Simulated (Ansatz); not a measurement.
**H6N2SSi: vertical energies of changing the electron count in Python**

What does it cost to change the electron count of H6N2SSi? Wanted for H6N2SSi: vertical energies of changing the electron count.

Computed with the Python package of Ansatz 0.2.0. Level of theory: CAM-B3LYP/def2-SVPD.

## 1. The system

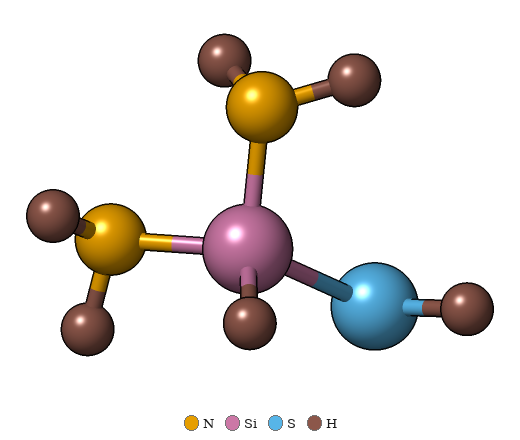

The structure that the script starts from, seen from a chosen angle (nitrogen amber, silicon pink, sulfur blue, hydrogen brown).

h6n2ssi.xyz, read by the script:

```xyz
10

N    -1.22680    0.64270    0.01990
Si    0.25050    0.07450    0.30600
N    -0.16170   -1.54040    0.11660
S     1.57410    0.66140   -1.28410
H    -1.67220    0.07470   -0.72380
H    -1.18770    1.61300   -0.43550
H     0.77560    0.38830    1.65750
H     0.74830   -2.08300    0.25080
H    -0.75500   -1.78180    0.92680
H     1.73800    1.89930   -0.83140
```

## 2. The code

ip_h6n2ssi.py reads:

```python
# -*- coding: utf-8 -*-
import ansatz as az

BASIS_SET = 'def2-SVPD'
FUNCTIONAL = 'CAM-B3LYP'


def energy_of(molecule, charge=0, unpaired=0):
    calc = molecule.calculation().basis(gaussian=BASIS_SET).functional(FUNCTIONAL)
    if charge:
        calc = calc.charge(charge)
    if unpaired:
        calc = calc.spin('collinear', total=unpaired)
    report = calc.run(threads=1, backend='cpu').report
    if report['published_state_doubts']:
        print('  doubts:', report['published_state_doubts'])
    return report['free_energy_ev']


def main():
    h6n2ssi = az.Crystal.molecule_from_extxyz('h6n2ssi.xyz')

    parent = energy_of(h6n2ssi, 0, 0)
    cation = energy_of(h6n2ssi, 1, 1)
    print(f'E(N)   = {parent:.5f} eV')
    print(f'E(N-1) = {cation:.5f} eV  (1 unpaired)')
    print(f'vertical ionisation energy {cation - parent:.3f} eV')
    anion = energy_of(h6n2ssi, -1, 1)
    print(f'E(N+1) = {anion:.5f} eV  (1 unpaired)')
    print(f'vertical electron affinity {parent - anion:.3f} eV' + ('' if anion < parent else ' (unbound in this basis)'))
    print(f'fundamental gap IP - EA = {cation + anion - 2 * parent:.3f} eV')


if __name__ == '__main__':
    main()
```

## 3. The calls as engine input

The engine receives this input (first run):

```yaml
crystal:
  periodic: [false, false, false]
  atoms:
    - { symbol: "N", position_ang: [-1.2268, 0.6427, 0.0199] }
    - { symbol: Si, position_ang: [0.2505, 0.0745, 0.306] }
    - { symbol: "N", position_ang: [-0.1617, -1.5404, 0.1166] }
    - { symbol: S, position_ang: [1.5741, 0.6614, -1.2841] }
    - { symbol: H, position_ang: [-1.6722, 0.0747, -0.7238] }
    - { symbol: H, position_ang: [-1.1877, 1.613, -0.4355] }
    - { symbol: H, position_ang: [0.7756, 0.3883, 1.6575] }
    - { symbol: H, position_ang: [0.7483, -2.083, 0.2508] }
    - { symbol: H, position_ang: [-0.755, -1.7818, 0.9268] }
    - { symbol: H, position_ang: [1.738, 1.8993, -0.8314] }
basis:
  gaussian:
    orbitals: def2-SVPD
hamiltonian:
  xc: cam_b3lyp
```

## 4. The run

Command:

```bash
python ip_h6n2ssi.py
```

Output:

```text
E(N)   = -21783.61077 eV
E(N-1) = -21774.11972 eV  (1 unpaired)
vertical ionisation energy 9.491 eV
E(N+1) = -21782.21176 eV  (1 unpaired)
vertical electron affinity -1.399 eV (unbound in this basis)
fundamental gap IP - EA = 10.890 eV
```

It took 50 s on 1 thread of Arm Neoverse V2, shared host; peak memory 0.6 GiB.

## 5. What changed from run to run

The engine's inputs for the other runs:

Run 2, against run 1:

```diff
@@ -18,0 +19,4 @@
+magnetization:
+  spin_polarized: true
+  initial_magnetization: 1.0
+total_charge: 1.0
```

Run 3, against run 1:

```diff
@@ -18,0 +19,4 @@
+magnetization:
+  spin_polarized: true
+  initial_magnetization: 1.0
+total_charge: -1.0
```

## 6. The runs side by side

The 3 runs, in the order started:

| run | system | unpaired or total moment | energy (eV) | <S²> | SCF cycles | CPU time (s) |
| --- | --- | --- | --- | --- | --- | --- |
| 1 | H6N2SSi | not set | -21783.6108 | 0.00 | 18 | 4.7 |
| 2 | H6N2SSi, charge +1 | 1 | -21774.1197 | 0.76 | 44 | 19 |
| 3 | H6N2SSi, charge -1 | 1 | -21782.2118 | 0.75 | 53 | 26 |

Totals carry meaning only in balanced differences at one level of theory.

## 7. Outcome

| quantity | value |
| --- | --- |
| vertical ionisation energy | 9.491 eV |
| vertical electron affinity | -1.399 eV |
| runs compared | 3 |

What this shows: The ionisation energy is a difference of two total energies at the neutral geometry. The added electron isn't bound in this basis, so the negative affinity reflects the basis as much as the molecule. At this unrelaxed geometry removing an electron costs 9.49 eV and an added one is unbound in this basis (by 1.40 eV). Notes:
- The geometry is a force-field or estimated start, not a minimum of this method, and the basis set is short of its limit. All parts are taken at fixed geometry, without zero-point energy. At an unrelaxed start these energies can be a whole eV from those at the minimum, and a small affinity can change sign.
- A negative electron affinity means that the anion is unbound here; its size hangs on the basis and tends to about zero as the basis grows, and so does its part in any gap built on it.
